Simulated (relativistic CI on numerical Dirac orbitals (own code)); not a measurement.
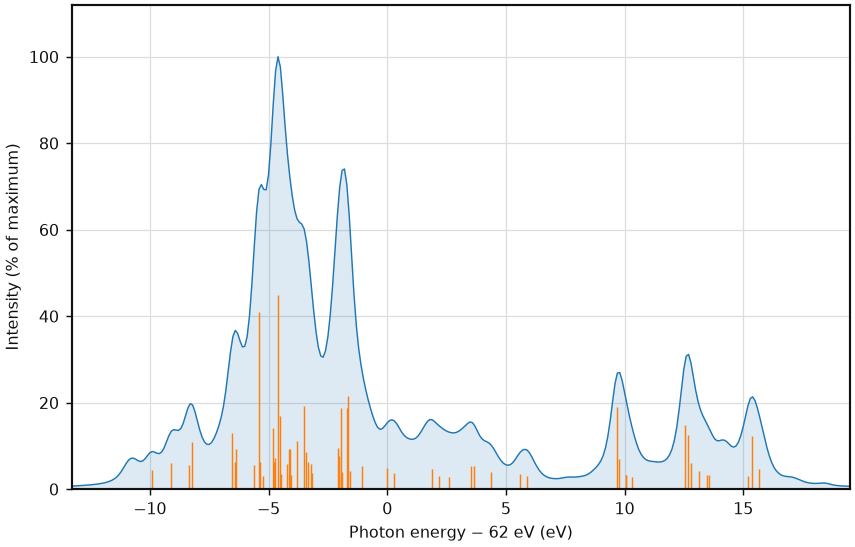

O₂,₃ X-ray absorption of Pt⁴⁺, [Xe] 4f¹⁴ 5d⁶, in a field of D4h symmetry with 10Dq = 23,150, Ds = −860, Dt = −420 cm⁻¹. Sticks are the strongest transitions, on a scale of their own. Multiplet model: relativistic Dirac–Coulomb–Breit theory, one configuration a step, Slater integrals scaled by 1, 300 K, Voigt broadening (Lorentzian 0.6 eV, Gaussian 0.3 eV full widths), computed with a radial Dirac CI code.

Q: Describe the spectrum.

A: The main maxima lie at 53.7 eV (20), 55.6 eV (37), 56.7 eV (70), 57.4 eV (100), 60.2 eV (74), 62.2 eV (16), 63.8 eV (16), 65.5 eV (16), 67.8 eV (9), 71.8 eV (27), 74.7 eV (31) and 77.4 eV (21), heights in % of the largest; the centroid is at 62.0 eV. The ground state has S = 0.47.

Limits of the model: free-ion energies, so absolute edge positions are off by a few eV from solids; core and valence shell share one n, so the strongest features autoionise and are far broader and can lie several eV off in experiment.
